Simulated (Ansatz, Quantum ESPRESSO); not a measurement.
# CsPbCl3 (Pm-3m): Raman and infrared activity

Wanted: vibrational spectra of CsPbCl3 (Pm-3m) from linear and non-linear response.

Program: Quantum ESPRESSO 8.0 development, patched. Level of theory: DFT LDA, scalar-relativistic, plane waves, PseudoDojo norm-conserving pseudopotentials. Results are calculated unless marked as measured.

## (1) Set-up

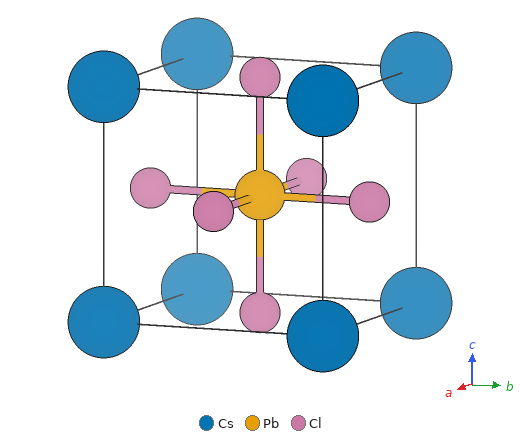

Start, viewed slightly off an axis; caesium blue, lead orange, chlorine pink. Some periodic images of atoms are drawn too.

## (2) A first look

Before anything dear is run, a loose run with smearing shows whether this is a metal and how far the cell is from rest.

probe.in reads:

```
 &control
    calculation='scf',
    prefix='x',
    outdir='./tmp',
    pseudo_dir='./pseudo',
    tprnfor=.true.,
    tstress=.true.,
    verbosity='high',
 /
 &system
    ibrav=0,
    nat=5,
    ntyp=3,
    ecutwfc=56.0,
    occupations='smearing',
    smearing='gaussian',
    degauss=0.01,
 /
 &electrons
    conv_thr=1.0d-07,
    mixing_beta=0.7,
    electron_maxstep=100,
 /
ATOMIC_SPECIES
 Cs    132.9055  Cs.upf
 Pb    207.2000  Pb.upf
 Cl     35.4500  Cl.upf
CELL_PARAMETERS angstrom
     5.605000000    0.000000000    0.000000000
     0.000000000    5.605000000    0.000000000
     0.000000000    0.000000000    5.605000000
ATOMIC_POSITIONS crystal
 Cs     0.000000000   0.000000000   0.000000000
 Pb     0.500000000   0.500000000   0.500000000
 Cl     0.500000000   0.500000000   0.000000000
 Cl     0.000000000   0.500000000   0.500000000
 Cl     0.500000000   0.000000000   0.500000000
K_POINTS automatic
 4 4 4 0 0 0
```

Started as:

```sh
$ OMP_NUM_THREADS=1 mpirun -n 4 pw.x -nk 4 -in probe.in > probe.out
```

Output:

```text
[banners, grids, parts of the stress and lines that vanish by symmetry left out]
Program PWSCF v.8.0dev
     Message from routine setup:
     using ibrav=0 with symmetry is DISCOURAGED, use correct ibrav instead
[...]
kinetic-energy cutoff     =      56.0000  Ry
     charge density cutoff     =     224.0000  Ry
     scf convergence threshold =      1.0E-07
[...]
Exchange-correlation= SLA-PW-NOGX-NOGC
                           (   1   4   0   0   0   0   0)
[...]
48 Sym. Ops., with inversion, found
[...]
(     0          1          0      )
                  (     0          0          1      )
[...]
(  0.0000000  1.0000000  0.0000000 )
                  (  0.0000000  0.0000000  1.0000000 )
[...]
(     0         -1          0      )
                  (     0          0          1      )
[...]
( -1.0000000  0.0000000  0.0000000 )
                  (  0.0000000  1.0000000  0.0000000 )
[...]
number of k points=    10  Gaussian smearing, width (Ry)=  0.0100
[...]
End of self-consistent calculation
[...]
the Fermi energy is     4.7482 ev
!    total energy              =    -286.33486447 Ry
[...]
convergence has been achieved in   7 iterations
[...]
atom    1 type  1   force =     0.00000000    0.00000000    0.00000000
     atom    2 type  2   force =     0.00000000    0.00000000    0.00000000
     atom    3 type  3   force =     0.00000000    0.00000000    0.00000000
     atom    4 type  3   force =     0.00000000    0.00000000    0.00000000
     atom    5 type  3   force =     0.00000000    0.00000000    0.00000000
[...]
Total force =     0.000000     Total SCF correction =     0.000000
[...]
total   stress  (Ry/bohr**3)                   (kbar)     P=      -11.21
[...]
XML data file, charge density, pseudopotentials, collected wavefunctions

   JOB DONE.
```

Elapsed: 6 s, on 4 MPI ranks of AMD EPYC 9R45, shared host; 22 s of CPU time.

This step gave:

```
volume per atom   : 35.22 Å³
pressure          : -1.121 GPa
gap on the k-mesh : 1.738 eV
```

A gap of 1.7 eV opens on this mesh, so the crystal is taken as an insulator; the start stands at -1.1 GPa.

## (3) Relaxing the cell and atoms

The relaxation runs at a cutoff a fifth above that of the response, since stress converges more slowly with the basis than frequencies do. Forces and stress are brought to rest with tight thresholds.

relax.in, as its differences from probe.in of step 2:

```diff
@@ -1,3 +1,3 @@
  &control
-    calculation='scf',
+    calculation='vc-relax',
     prefix='x',
@@ -7,3 +7,5 @@
     tstress=.true.,
-    verbosity='high',
+    forc_conv_thr=2.0d-05,
+    etot_conv_thr=1.0d-07,
+    nstep=40,
  /
@@ -13,11 +15,15 @@
     ntyp=3,
-    ecutwfc=56.0,
-    occupations='smearing',
-    smearing='gaussian',
-    degauss=0.01,
+    ecutwfc=67,
+    occupations='fixed',
+    nbnd=24,
  /
  &electrons
-    conv_thr=1.0d-07,
+    conv_thr=1.0d-11,
     mixing_beta=0.7,
     electron_maxstep=100,
+ /
+ &ions
+ /
+ &cell
+    press_conv_thr=0.2,
  /
```

Started as:

```sh
$ OMP_NUM_THREADS=1 mpirun -n 4 pw.x -nk 4 -in relax.in > relax.out
```

Output:

```text
[banners, grids, parts of the stress and lines that vanish by symmetry left out]
[banner, memory and clock lines left out]
Program PWSCF v.8.0dev

[...]
kinetic-energy cutoff     =      67.0000  Ry
     charge density cutoff     =     268.0000  Ry
     scf convergence threshold =      1.0E-11
[...]
energy convergence thresh.=      1.0E-07
     force convergence thresh. =      2.0E-05
     press convergence thresh. =      2.0E-01
     Exchange-correlation= SLA-PW-NOGX-NOGC
                           (   1   4   0   0   0   0   0)
[...]
48 Sym. Ops., with inversion, found
[...]
number of k points=    10
[...]
End of self-consistent calculation
[...]
highest occupied, lowest unoccupied level (ev):     3.8483    5.5867
!    total energy              =    -286.33507705 Ry
[...]
convergence has been achieved in  10 iterations
[...]
atom    1 type  1   force =     0.00000000    0.00000000    0.00000000
     atom    2 type  2   force =     0.00000000    0.00000000    0.00000000
     atom    3 type  3   force =     0.00000000    0.00000000    0.00000000
     atom    4 type  3   force =     0.00000000    0.00000000    0.00000000
     atom    5 type  3   force =     0.00000000    0.00000000    0.00000000
     Total force =     0.000000     Total SCF correction =     0.000000
[...]
total   stress  (Ry/bohr**3)                   (kbar)     P=      -11.00
[...]
number of bfgs steps    =   0
[...]
CELL_PARAMETERS (angstrom)
[...]
ATOMIC_POSITIONS (crystal)
Cs               0.0000000000        0.0000000000        0.0000000000
Pb               0.5000000000        0.5000000000        0.5000000000
Cl               0.5000000000        0.5000000000        0.0000000000
Cl               0.0000000000        0.5000000000        0.5000000000
[...]
New effective cutoffs (rho, wfc):  268.79   67.24
[...]
End of self-consistent calculation
[...]
highest occupied, lowest unoccupied level (ev):     3.9340    5.6478
!    total energy              =    -286.33554351 Ry
[...]
convergence has been achieved in   7 iterations
[...]
atom    1 type  1   force =     0.00000000    0.00000000    0.00000000
     atom    2 type  2   force =     0.00000000    0.00000000    0.00000000
     atom    3 type  3   force =     0.00000000    0.00000000    0.00000000
     atom    4 type  3   force =     0.00000000    0.00000000    0.00000000
     atom    5 type  3   force =     0.00000000    0.00000000    0.00000000
     Total force =     0.000000     Total SCF correction =     0.000000
[...]
total   stress  (Ry/bohr**3)                   (kbar)     P=       -9.62
[...]
number of bfgs steps    =   1
[...]
WARNING: bfgs curvature condition failed, Theta= 0.918
[...]
CELL_PARAMETERS (angstrom)
[...]
ATOMIC_POSITIONS (crystal)
[...]
New effective cutoffs (rho, wfc):  270.31   67.62
[...]
End of self-consistent calculation
[...]
highest occupied, lowest unoccupied level (ev):     4.0641    5.7402
!    total energy              =    -286.33612107 Ry
[...]
convergence has been achieved in   9 iterations
[...]
atom    1 type  1   force =     0.00000000    0.00000000    0.00000000
     atom    2 type  2   force =     0.00000000    0.00000000    0.00000000
     atom    3 type  3   force =     0.00000000    0.00000000    0.00000000
[...]
total   stress  (Ry/bohr**3)                   (kbar)     P=       -4.06
[...]
number of bfgs steps    =   3
[...]
CELL_PARAMETERS (angstrom)
[...]
ATOMIC_POSITIONS (crystal)
[...]
New effective cutoffs (rho, wfc):  275.34   68.88
[...]
End of self-consistent calculation
[...]
highest occupied, lowest unoccupied level (ev):     4.5012    6.0476
!    total energy              =    -286.33693042 Ry
[...]
convergence has been achieved in   8 iterations
[...]
Total force =     0.000000     Total SCF correction =     0.000000
[...]
total   stress  (Ry/bohr**3)                   (kbar)     P=        0.22
[...]
number of bfgs steps    =   4
[...]
CELL_PARAMETERS (angstrom)
[...]
ATOMIC_POSITIONS (crystal)
[...]
New effective cutoffs (rho, wfc):  275.20   68.84
[...]
End of self-consistent calculation
[...]
highest occupied, lowest unoccupied level (ev):     4.4889    6.0390
!    total energy              =    -286.33693105 Ry
[...]
convergence has been achieved in   7 iterations
[...]
Total force =     0.000000     Total SCF correction =     0.000000
[...]
total   stress  (Ry/bohr**3)                   (kbar)     P=       -0.01
[...]
number of bfgs steps    =   5
[...]
small trust_radius: resetting bfgs history
[...]
CELL_PARAMETERS (angstrom)
[...]
ATOMIC_POSITIONS (crystal)
[...]
New effective cutoffs (rho, wfc):  275.20   68.84
[...]
End of self-consistent calculation
[...]
highest occupied, lowest unoccupied level (ev):     4.4889    6.0391
!    total energy              =    -286.33693105 Ry
[...]
convergence has been achieved in   3 iterations
[...]
atom    3 type  3   force =     0.00000000    0.00000000    0.00000000
     atom    4 type  3   force =     0.00000000    0.00000000    0.00000000
     atom    5 type  3   force =     0.00000000    0.00000000    0.00000000
     Total force =     0.000000     Total SCF correction =     0.000000
[...]
total   stress  (Ry/bohr**3)                   (kbar)     P=       -0.01
[...]
bfgs converged in   7 scf cycles and   6 bfgs steps
[...]
End of BFGS Geometry Optimization
     Final enthalpy           =    -286.3369310502 Ry
     File ./tmp/x.bfgs deleted, as requested
[...]
CELL_PARAMETERS (angstrom)
[...]
ATOMIC_POSITIONS (crystal)
[...]
Cl               0.0000000000        0.5000000000        0.5000000000
Cl               0.5000000000        0.0000000000        0.5000000000
[...]
Final scf calculation at the relaxed structure.
[...]
kinetic-energy cutoff     =      67.0000  Ry
     charge density cutoff     =     268.0000  Ry
     scf convergence threshold =      1.0E-13
[...]
press convergence thresh. =      2.0E-01
     Exchange-correlation= SLA-PW-NOGX-NOGC
                           (   1   4   0   0   0   0   0)
[...]
48 Sym. Ops., with inversion, found
[...]
number of k points=    10
[...]
End of self-consistent calculation
[...]
highest occupied, lowest unoccupied level (ev):     4.4889    6.0391
!    total energy              =    -286.33692713 Ry
[...]
convergence has been achieved in  13 iterations
[...]
atom    1 type  1   force =     0.00000000    0.00000000    0.00000000
     atom    2 type  2   force =     0.00000000    0.00000000    0.00000000
     atom    3 type  3   force =     0.00000000    0.00000000    0.00000000
     atom    4 type  3   force =     0.00000000    0.00000000    0.00000000
     atom    5 type  3   force =     0.00000000    0.00000000    0.00000000
     Total force =     0.000000     Total SCF correction =     0.000000
[...]
total   stress  (Ry/bohr**3)                   (kbar)     P=       -0.01
[...]
XML data file, charge density, pseudopotentials, collected wavefunctions
```

Elapsed: 47 s, on 4 MPI ranks.

The steps of the relaxation:

```tsv
step	energy less that of the first step (eV)	largest force (eV/Å)	pressure (GPa)	volume (Å³)
1	0.0000	0.0000	-1.10	176.09
2	-0.0063	0.0000	-0.96	175.10
3	-0.0142	0.0000	-0.75	173.63
4	-0.0221	0.0000	-0.41	171.44
5	-0.0252	0.0000	0.02	168.90
6	-0.0252	0.0000	0.00	169.03
7	-0.0252	0.0000	0.00	169.03
8	-0.0252	0.0000	0.00	169.03
```

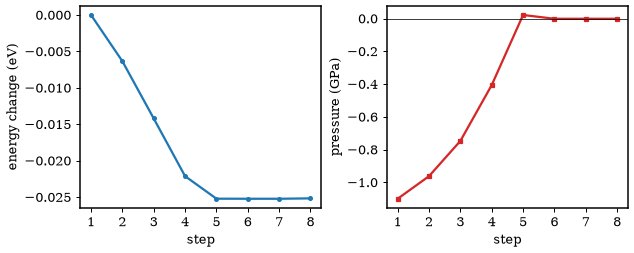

Energy and pressure along the relaxation.

```tsv
conventional cell, symmetrised	before	after	change
a (Å)	5.605	5.529	-1.4 %
b (Å)	5.605	5.529	-1.4 %
c (Å)	5.605	5.529	-1.4 %
volume (Å³/atom)	35.22	33.81	-4.0 %
```

The last row of the table of steps is pw.x's closing run on a basis chosen anew for the final cell, so its energy can jump.

Numbers from this step:

```yaml
volume_per_atom: 33.81 Å³
pressure: -0.001 GPa
gap_on_the_k_mesh: 1.550 eV
```

The volume changes by -4.0 % from the cell with which this run began.

## (4) Self-consistent run for the response

The response is built on this ground state, so it is converged far tighter than an energy would need. With a gap, occupations are fixed, which also allows the response to an electric field.

scf.in reads:

```
 &control
    calculation='scf',
    prefix='x',
    outdir='./tmp',
    pseudo_dir='./pseudo',
    tprnfor=.true.,
    tstress=.true.,
 /
 &system
    ibrav=0,
    nat=5,
    ntyp=3,
    ecutwfc=56.0,
    occupations='fixed',
    nbnd=24,
 /
 &electrons
    conv_thr=1.0d-12,
    mixing_beta=0.7,
    electron_maxstep=100,
 /
ATOMIC_SPECIES
 Cs    132.9055  Cs.upf
 Pb    207.2000  Pb.upf
 Cl     35.4500  Cl.upf
CELL_PARAMETERS angstrom
     5.529048810    0.000000000    0.000000000
     0.000000000    5.529048810    0.000000000
     0.000000000    0.000000000    5.529048810
ATOMIC_POSITIONS crystal
 Cs     0.000000000   0.000000000   0.000000000
 Pb     0.500000000   0.500000000   0.500000000
 Cl     0.500000000   0.500000000   0.000000000
 Cl     0.000000000   0.500000000   0.500000000
 Cl     0.500000000   0.000000000   0.500000000
K_POINTS automatic
 4 4 4 0 0 0
```

Started as:

```sh
$ OMP_NUM_THREADS=1 mpirun -n 4 pw.x -nk 4 -in scf.in > scf.out
```

Output:

```text
[banners, grids, parts of the stress and lines that vanish by symmetry left out]
[banner, memory and clock lines left out]
Program PWSCF v.8.0dev

[...]
kinetic-energy cutoff     =      56.0000  Ry
     charge density cutoff     =     224.0000  Ry
     scf convergence threshold =      1.0E-12
[...]
Exchange-correlation= SLA-PW-NOGX-NOGC
                           (   1   4   0   0   0   0   0)
[...]
48 Sym. Ops., with inversion, found
[...]
number of k points=    10
[...]
End of self-consistent calculation
[...]
highest occupied, lowest unoccupied level (ev):     4.4891    6.0391
!    total energy              =    -286.33671248 Ry
[...]
convergence has been achieved in  12 iterations
[...]
atom    1 type  1   force =     0.00000000    0.00000000    0.00000000
     atom    2 type  2   force =     0.00000000    0.00000000    0.00000000
     atom    3 type  3   force =     0.00000000    0.00000000    0.00000000
     atom    4 type  3   force =     0.00000000    0.00000000    0.00000000
     atom    5 type  3   force =     0.00000000    0.00000000    0.00000000
     Total force =     0.000000     Total SCF correction =     0.000000
[...]
total   stress  (Ry/bohr**3)                   (kbar)     P=       -0.24
[...]
XML data file, charge density, pseudopotentials, collected wavefunctions
```

It took 7.1 s on 4 MPI ranks.

This step gave:

| Property | Result |
| --- | --- |
| pressure | -0.02400 GPa |

The cell stands at -0.024 GPa, close enough for phonons.

(Part 1 of 3 ends here.)

[Host names and launcher messages were left out of these logs when they were recorded.]

[Logs are printed without paths, hosts, clocks, repeated set-up lines and the standing remarks that a program may print on its own settings, such as how far it seeks lower states.]

[Hosts, paths, dates, database ids (printed as entryN), source tags and the programs' standing remarks are cut or masked in the printed files.]
